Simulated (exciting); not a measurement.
# O K-edge absorption of KLuO2, all-electron BSE, part 2 of 2

Aim: the O K absorption edge of KLuO2 with the electron–hole interaction treated explicitly, and what each term of the kernel does.

exciting sodium; X-ray absorption, core-level Bethe-Salpeter equation, exchange and statically screened direct term, Tamm-Dancoff, all-electron LAPW+lo LDA.

So far. Step 5 (Independent particles): Maxima (height): 2.8 eV (0.57), 8.1 eV (0.80), 10.0 eV (0.50), 14.4 eV (0.24) and 19.2 eV (0.23). Against the singlet run the r.m.s. difference is 72 %. Moving the earlier curve by +2.9 eV leaves 32 %. The highest maximum lies at 8.1 eV (0.80), against 0.0 eV (1.00). Step 6 (Exchange alone): Maxima (height): 2.8 eV (0.54), 8.1 eV (0.79), 10.0 eV (0.51), 14.4 eV (0.25) and 19.2 eV (0.23). Against the independent-particle run the r.m.s. difference is 3 %.

**8. Another input**

In this try the input is made faulty on purpose, to show what that does.

input.xml

```
<input>
  <title>KLuO2</title>
  <structure speciespath="." autormt="false" epslat="1.0e-5">
    <crystal>
      <basevect>3.1629158690 1.8261103285 11.6427010089</basevect>
      <basevect>-3.1629158690 1.8261103285 11.6427010089</basevect>
      <basevect>0.0000000000 -3.6522206568 11.6427010089</basevect>
    </crystal>
    <species speciesfile="Lu.xml" rmt="2.240">
      <atom coord="0.5000000000 0.5000000000 0.5000000000"/>
    </species>
    <species speciesfile="K.xml" rmt="2.464">
      <atom coord="0.0000000000 0.0000000000 0.0000000000"/>
    </species>
    <species speciesfile="O.xml" rmt="1.856">
      <atom coord="0.7726658200 0.7726658200 0.7726658200"/>
      <atom coord="0.2273341800 0.2273341800 0.2273341800"/>
    </species>
  </structure>
  <groundstate do="skip" xctype="LDA_PW" ngridk="4 4 4" rgkmax="7" gmaxvr="14" nempty="8" swidth="0.001" maxscl="100" epsengy="1e-5"/>
  <xs xstype="BSE" ngridk="2 2 2" ngridq="2 2 2" vkloff="0 0 0" rgkmax="7" nempty="36" gqmax="3" lmaxapwwf="5" lmaxemat="2" broad="0.01654" tevout="true">
    <energywindow intv="18.053 19.670" points="439"/>
    <screening screentype="full" nempty="56"/>
    <BSE xas="true" xasspecies="3" xasatom="1" xasedge="K" bsetype="singlet" nstlxas="1 32"/>
    <qpointset>
      <qpoint>0 0 0</qpoint>
    </qpointset>
    <plan>
      <doonly task="xsgeneigvec"/>
      <doonly task="writepmatxs"/>
      <doonly task="scrgeneigvec"/>
      <doonly task="scrwritepmat"/>
      <doonly task="screen"/>
      <doonly task="scrcoulint"/>
      <doonly task="exccoulint"/>
    </plan>
  </xs>
</input>
```

input.xml for the last start (plan only)

```
  <plan>
    <doonly task="bse"/>
  </plan>
```

On the command line:

```sh
$ OMP_NUM_THREADS=1 mpirun -n 4 exciting
$ OMP_NUM_THREADS=4 exciting
```

Numbers of over 12 decimals in the logs are rounded to 6 here.

The log of the run:

```text
| EXCITING SODIUM started for task xsgeneigvec ( 301)                          =
One-shot GS runs for BSE calculations
One-shot GS runs for k+qmt/2 grids
Info(xsgeneigvec): Generating eigenvectors for Q-point      1
Info(xsgeneigvec): Generation of eigenvectors finished
| EXCITING SODIUM started for task writepmatxs ( 320)                          =
Info(writepmatxs): Momentum matrix elements finished
| EXCITING SODIUM started for task scrgeneigvec ( 401)                         =
One-shot GS runs for BSE calculations
One-shot GS runs for k+qmt/2 grids
[...]
Info(setup_bse_block): Setting up RR part of hamiltonian
Info(setup_bse_block): Singlet spin state
Info(bse): Diagonalizing RR Hamiltonian (TDA)
Info(bse): Invoking Lapack routine ZHEEVR
       512 eigen solutions found in the interval:
         i1=       1 i2=     512
Info(bse): Writing excition energies and oscillator strengths to text file.
Info(makespectrum_dist): Making spectrum using formula for coupling with time reversed AR basis.
Info(makespectrum_dist): Using formalism for vanishing momentum transfer.
Info(writederived): Writing quantities derived from the macroscopic dielectric function.
Info(bselauncher): Spectrum finished for iqmt=  1
Info(bselauncher): All done for BSE type singlet
```

It took 2.1 min on 4 MPI ranks of Arm Neoverse V2, shared host.

The input has a fault: a coarse mesh through the zone centre samples only symmetric points. In all it changes the k mesh from 3×3×3 to 2×2×2 and mesh offset from shifted to 0 0 0. Against the singlet run the r.m.s. difference is 31 %. The highest maximum lies at 1.3 eV (0.84), against 0.0 eV (1.00). The first bright state moves from -0.93 to -1.32 eV. The lowest bare transition of this run lies at 0.00 eV, against 0.23. A coarse mesh samples few band energies, and it inflates the long-range part of the attraction. Symmetric points repeat the same band energies.

```
E (eV)  first run  this run
  -5.0       0.02      0.02
  -4.0       0.03      0.03
  -3.0       0.05      0.05
  -2.0       0.11      0.13
  -1.0       0.47      0.29
   0.0       1.00      0.58
   1.0       0.81      0.78
   2.0       0.51      0.62
   3.0       0.39      0.36
   4.0       0.45      0.72
   5.0       0.69      0.61
   6.0       0.61      0.73
   7.0       0.34      0.26
   8.0       0.33      0.30
   9.0       0.25      0.28
  10.0       0.16      0.19
  11.0       0.15      0.14
  12.0       0.16      0.21
  13.0       0.18      0.27
  14.0       0.14      0.14
  15.0       0.10      0.08
  16.0       0.12      0.08
  17.0       0.18      0.10
  18.0       0.21      0.26
  19.0       0.17      0.17
  20.0       0.19      0.21
  21.0       0.19      0.17
  22.0       0.20      0.11
  23.0       0.19      0.15
  24.0       0.17      0.14
```

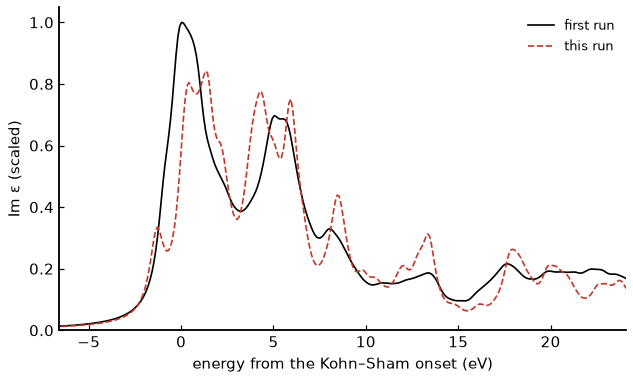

This run beside the first singlet run.

**9. From independent particles to the full kernel**

```
  level  curve passes 0.15 (eV)  highest maximum (eV)  its height
     IP                     0.7                   8.1        0.80
    RPA                     0.7                   8.1        0.79
singlet                    -1.7                   0.0        1.00
```

```
E (eV)    IP   RPA  singlet
  -4.0  0.01  0.01     0.03
  -3.0  0.01  0.01     0.05
  -2.0  0.02  0.02     0.11
  -1.0  0.03  0.03     0.47
   0.0  0.07  0.07     1.00
   1.0  0.21  0.19     0.81
   2.0  0.35  0.33     0.51
   3.0  0.55  0.54     0.39
   4.0  0.51  0.50     0.45
   5.0  0.40  0.39     0.69
   6.0  0.31  0.30     0.61
   7.0  0.46  0.44     0.34
   8.0  0.78  0.77     0.33
   9.0  0.52  0.53     0.25
  10.0  0.50  0.51     0.16
  11.0  0.31  0.32     0.15
  12.0  0.26  0.26     0.16
  13.0  0.23  0.23     0.18
  14.0  0.24  0.24     0.14
  15.0  0.23  0.23     0.10
  16.0  0.13  0.14     0.12
  17.0  0.14  0.15     0.18
  18.0  0.18  0.18     0.21
  19.0  0.23  0.23     0.17
  20.0  0.21  0.21     0.19
  21.0  0.24  0.24     0.19
  22.0  0.24  0.24     0.20
  23.0  0.24  0.25     0.19
  24.0  0.27  0.27     0.17
```

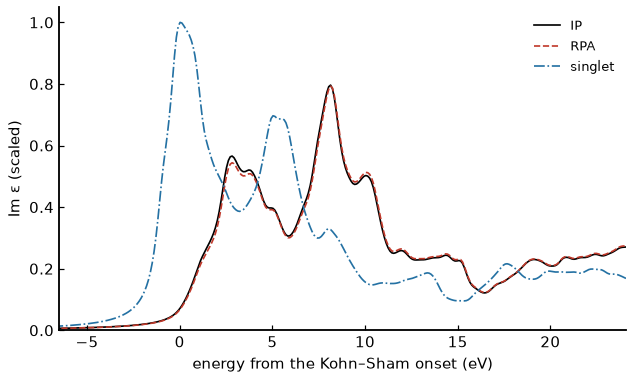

The spectrum at each level.

**10. Results**

```json
{"absorber and edge": "O K, atom 3", "surroundings": "3 Lu at 2.23 Å and 3 K at 2.75 Å (distorted octahedral, site symmetry 3m)", "first bright state": "-0.93 eV from the Kohn–Sham onset, on this mesh", "highest maximum": "0.0 eV", "cost of the BSE run": "12 min on 4 MPI ranks of Arm Neoverse V2, shared host; the last task ran on as many threads"}
```

Is a core exciton bound? Yes on this mesh: the first bright state (over 5 % of the brightest) lies at -0.93 eV from the Kohn–Sham onset and at -1.16 eV from the lowest bare transition of its own mesh. Changing the half width (eV) from 0.45 to 1.35 alters the spectrum by 26 % r.m.s. Exchange alone changes the independent-particle spectrum by 3 % r.m.s. A mesh of 27 points doesn't converge binding energies, and fine structure above the first lines is partly noise of the mesh. The kernel cutoff is low for a compact core orbital, so the effect of exchange is a lower bound. The zero comes from the unshifted 4×4×4 ground-state mesh; it is exact only where the band minimum lies on that mesh. The Kohn–Sham onset, 503 eV, is no photon energy: the scale needs a rigid shift. No quasiparticle correction widens the gap or stretches the bands. Vibrations and energy-dependent lifetimes are left out. The structure is a Materials Project entry, computed there, and may be a hypothetical form.

[Banner, clock and machine lines of the logs are left out without a mark of their own.]

[Logs are printed without paths, hosts, clocks, repeated set-up lines and the standing remarks that a program may print on its own settings, such as how far it seeks lower states.]

[Hosts, paths, dates, database ids (printed as entryN), source tags and the programs' standing remarks are cut or masked in the printed files.]
